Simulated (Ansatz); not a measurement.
The parent structure is CdTe in the zinc blende structure (space group F-43m, No. 216; a = 6.489 Å). Axes: x, y, z lie along the cube axes.

Perturbation: biaxial strain −0.42 %, plane normal [111], relaxed out of plane (Cartesian); in-plane vectors clamped, the third vector and the atoms free.

All numbers come from PBEsol/PAW in Ansatz (a first-principles code), without spin-orbit coupling.

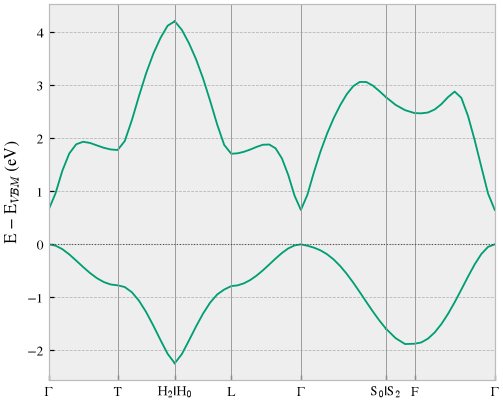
Highest valence and lowest conduction band along the path of the changed cell's own zone

The gap is 0.65 eV, direct at Γ; the base has 0.65 eV.

Spin-orbit coupling, missing from the scalar runs, can matter with Te. Whether these cells are dynamically stable was not tested. Labels are those of the standard path for the cell's own space group.
